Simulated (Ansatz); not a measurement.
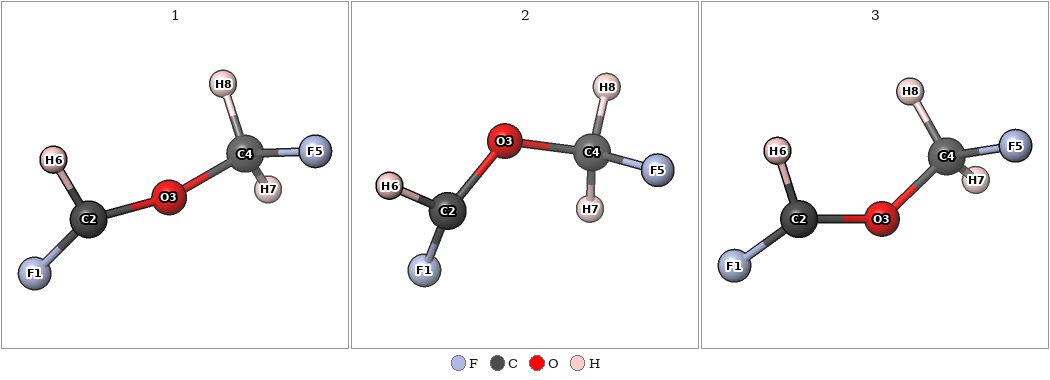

C₂H₃F₂O, SMILES F[CH]OCF, spin multiplicity 2. Coordinates scanned: (1) angle C2–O3–C4 (carried through 180); (2) change of the bonds O3–C2, O3–C4, all alike. Nothing is relaxed (all other coordinates rigid). The grid has 13 × 13 points. Points are written as (first, second). Energies are in kJ/mol, from the lowest grid point. The calculation used Ansatz 0.2.0, UKS PBE-D4/def2-SVP.

The numbered pictures are structures from this grid.

### Which is the most stable, and how do the others follow?

2, at (125.9°, 0.042 Å): 13 kJ/mol; 3, at (220.6°, 0.009 Å): 45 kJ/mol; 1, at (193.5°, 0.009 Å): 98 kJ/mol.

The map, with the structures marked:

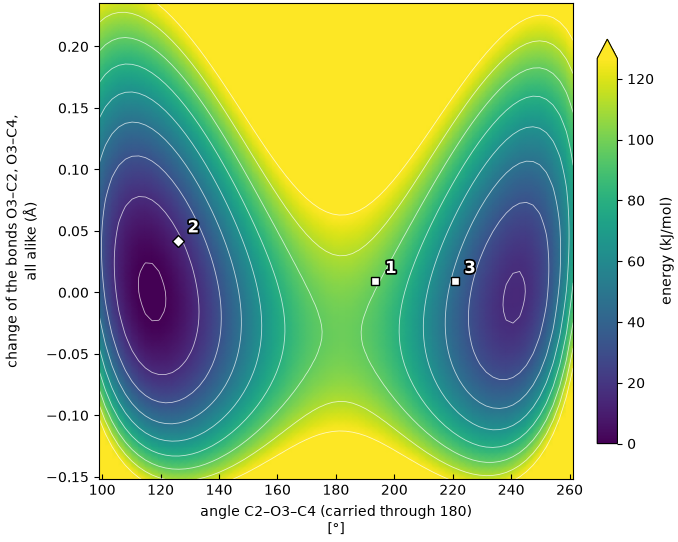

In the figure: a smooth colour map with a few white contour lines, one colour for all values above the top of the scale. Between grid points the surface is interpolated.
